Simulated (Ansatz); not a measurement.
# One shape, several levels: doublet [H2O3]+

Aim: a comparison of 6 runs (UHF/STO-3G, UB3LYP/6-31G*, U-r2SCAN0/cc-pVTZ, UB3LYP/cc-pVTZ, UPBE0/cc-pVTZ, UMP2/cc-pVTZ) of doublet [H2O3]+. 

The calculation is run with Ansatz 0.2.0.

27 further runs of the same task are left out: 27 set aside as unsound or not needed.

## Step 1: The molecule

[H2O3]+ has 5 atoms, charge +1, and is taken as a doublet. As SMILES of the parent species, `OOO`. The shape is that of a PBE0-D4/def2-TZVP optimisation. This is one conformer, not always the lowest. That shape belongs to the parent species and isn't relaxed for this state.

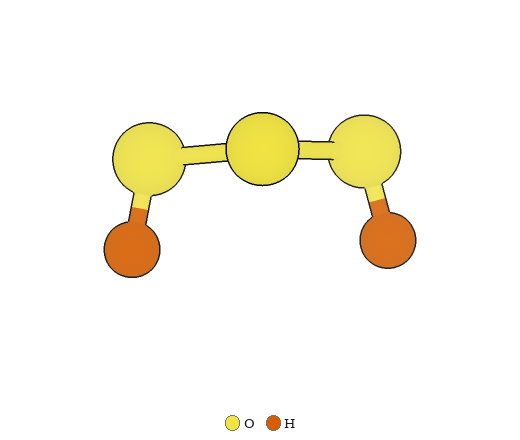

The structure, seen from a chosen angle (oxygen yellow, hydrogen orange).

## Step 2: A single-point energy at UHF/STO-3G (run 1)

The input, in.yaml:

```yaml
basis:
  gaussian:
    orbitals: STO-3G
crystal:
  periodic: [false, false, false]
  atoms:
    - {symbol: O, position_ang: [-0.968320, -0.699970, -0.146130]}
    - {symbol: O, position_ang: [-0.133650, -0.043580, 0.770240]}
    - {symbol: O, position_ang: [1.173090, -0.066850, 0.261080]}
    - {symbol: H, position_ang: [-1.310410, 0.028200, -0.685190]}
    - {symbol: H, position_ang: [1.239280, 0.782200, -0.199990]}
total_charge: 1
magnetization:
  spin_polarized: true
  initial_magnetization: 1
hamiltonian:
  xc: hf
accuracy: high
output:
  orbitals: {seedname: orbitals}
```

Run with:

```bash
$ ansatz run in.yaml --threads 1 --pin off --max-ram 3480MiB --events-out events.jsonl --progress --plain --runs-dir runs
```

Output:

```text
Warning: RAYON_NUM_THREADS=1 ignored (pool sized by the plan → 1); use --threads N
Functional definition: HF
  name "HF"
  exchange = exact_x
  correlation = 0
297 factors; integrals over basis functions are off by at most 4.4e-8 eV
mean field evaluation 1: about -6045.0217 eV, gradient 2.0e1 eV
mean field evaluation 2: about -6045.2151 eV, gradient 2.0e1 eV
mean field evaluation 4: about -6048.1509 eV, gradient 3.3e0 eV
mean field evaluation 8: about -6048.5043 eV, gradient 3.4e-1 eV
mean field evaluation 16: about -6048.5067 eV, gradient 2.5e-6 eV
mean field evaluation 32: about -6047.7766 eV, gradient 1.6e0 eV
mean field evaluation 64: about -6048.2711 eV, gradient 2.1e-1 eV
mean field -6048.50670538 eV, -222.2785215976 hartree, gradient 3.9e-8 eV, S^2 0.787392; 1 other end points of the search recorded, 0 dependent functions left out
reference -6048.50670538 eV, -222.2785215976 hartree; 13, 12 occupied and 4, 5 virtual orbitals, 297 factors
Total energy: -6048.50670538 eV, -222.2785215976 hartree
```

Wall time 0.14 s (1 thread of Arm Neoverse V1, shared host).

## Step 3: The energy at UB3LYP/6-31G(d) (spherical functions) (run 2)

The input, input.yaml:

```yaml
basis:
  gaussian: {orbitals: 6-31G_st_-spherical.json}
crystal:
  periodic: [false, false, false]
  atoms:
    - {symbol: O, position_ang: [-0.968320, -0.699970, -0.146130]}
    - {symbol: O, position_ang: [-0.133650, -0.043580, 0.770240]}
    - {symbol: O, position_ang: [1.173090, -0.066850, 0.261080]}
    - {symbol: H, position_ang: [-1.310410, 0.028200, -0.685190]}
    - {symbol: H, position_ang: [1.239280, 0.782200, -0.199990]}
total_charge: 1
magnetization: {spin_polarized: true, initial_magnetization: 1}
hamiltonian: {xc: {name: B3LYP}}
accuracy: high
output: {orbitals: {seedname: orbitals}}
```

The basis set 6-31G* is read from a file made from the Basis Set Exchange's data (not shown).

Run with:

```bash
$ ansatz run input.yaml --threads 1 --pin off --max-ram 3480MiB --events-out events.jsonl --progress --plain --runs-dir runs
```

Output:

```text
Warning: RAYON_NUM_THREADS=1 ignored (pool sized by the plan → 1); use --threads N
Functional definition: B3LYP
  name "B3LYP"
  parameter a0 = 0.2
  parameter ax = 0.72
  parameter ac = 0.81
  exchange = (1 - a0 - ax)*slater_x + ax*b88_x + a0*exact_x
  correlation = (1 - ac)*vwn_rpa_c + ac*lyp_c
952 factors; integrals over basis functions are off by at most 2.6e-9 eV
mean field evaluation 1: about -6149.6367 eV, gradient 4.5e1 eV
mean field evaluation 2: about -6128.6617 eV, gradient 8.7e1 eV
mean field evaluation 4: about -6156.3026 eV, gradient 4.0e0 eV
mean field evaluation 8: about -6156.5103 eV, gradient 2.5e-1 eV
mean field evaluation 16: about -6156.5140 eV, gradient 2.3e-2 eV
mean field evaluation 32: about -6156.5140 eV, gradient 7.1e-7 eV
mean field -6156.51398278 eV, -226.2477158322 hartree, gradient 4.4e-8 eV, S^2 0.753394; 4 other end points of the search recorded, 0 dependent functions left out
reference -6156.51400240 eV, -226.2477165531 hartree; 13, 12 occupied and 33, 34 virtual orbitals, 952 factors
Total energy: -6156.51400240 eV, -226.2477165531 hartree
```

Run time: 7.2 s. Hardware: 1 thread of Arm Neoverse V1, shared host; peak memory 0.15 GiB.

Runs 3 to 5 aren't shown in full; the table further down has their settings and results.

## Step 4: The energy at UMP2/cc-pVTZ (run 6)

The input, job.yaml:

```yaml
basis:
  gaussian:
    orbitals: cc-pVTZ
crystal:
  periodic: [false, false, false]
  atoms:
    - {symbol: O, position_ang: [-0.968320, -0.699970, -0.146130]}
    - {symbol: O, position_ang: [-0.133650, -0.043580, 0.770240]}
    - {symbol: O, position_ang: [1.173090, -0.066850, 0.261080]}
    - {symbol: H, position_ang: [-1.310410, 0.028200, -0.685190]}
    - {symbol: H, position_ang: [1.239280, 0.782200, -0.199990]}
total_charge: 1
magnetization:
  spin_polarized: true
  initial_magnetization: 1
correlation:
  method: mp2
  frozen_orbitals: {H: 0, O: 1}
accuracy: high
```

Run with:

```bash
$ ansatz run job.yaml --threads 1 --pin off --max-ram 3480MiB --events-out events.jsonl --progress --plain --runs-dir runs
```

Output, cut to the lines that bear on the results:

```text
Warning: RAYON_NUM_THREADS=1 ignored (pool sized by the plan → 1); use --threads N
[... 2 set-up lines as earlier in the session ...]
[...]
2102 factors; integrals over basis functions are off by at most 3.0e-9 eV
[...]
mean field -6129.21410287 eV, -225.2444637501 hartree, gradient 7.3e-8 eV, S^2 0.803220; 4 other end points of the search recorded, 0 dependent functions left out
3 core orbitals not correlated: weight in the atoms' cores, before any rotation towards them, 1.000 or more for the frozen orbitals, at most 0.000 for the correlated occupied ones
reference -6129.21410287 eV, -225.2444637501 hartree; 10, 9 occupied and 105, 106 virtual orbitals, 2102 factors
second order -18.24319821 eV of doubles, -0.00000000 eV of singles
Total energy: -6147.45730108 eV, -225.9148889185 hartree
```

Wall time 13 s (1 thread of Arm Neoverse V1, shared host); peak memory 0.34 GiB.

## Step 5: All runs side by side

| run | level | frozen core orbitals | energy (Eh) | HOMO energy (eV) | LUMO energy (eV) | ⟨S²⟩ | wall time |
| --- | --- | --- | --- | --- | --- | --- | --- |
| 1 | UHF/STO-3G | – | -222.278522 | -21.38 | -5.05 | 0.787 | 0.14 s |
| 2 | UB3LYP/6-31G* (spherical functions) | – | -226.247717 | -17.55 | -14.87 | 0.753 | 7.2 s |
| 3 | U-r2SCAN0/cc-pVTZ | – | -226.203690 | -18.24 | -14.02 | 0.757 | 25 s |
| 4 | UB3LYP/cc-pVTZ | – | -226.356732 | -17.66 | -14.84 | 0.754 | 15 s |
| 5 | UPBE0/cc-pVTZ | – | -226.120066 | -17.93 | -14.41 | 0.754 | 14 s |
| 6 | UMP2/cc-pVTZ | 3 | -225.914889 | – | – | 0.803 | 13 s |

## Step 6: What came out

```
                                          quantity          value
                               run 6: total energy  -225.91489 Eh
run 6: correlation energy (3 core orbitals frozen)     -670.4 mEh
          run 6: ⟨S²⟩ of the reference determinant          0.803
```

**Reading.** Totals of different functionals can't be ranked against each other. In run 1 the basis is minimal, so the values are rough. All runs together took 74 s, the longest 25 s.
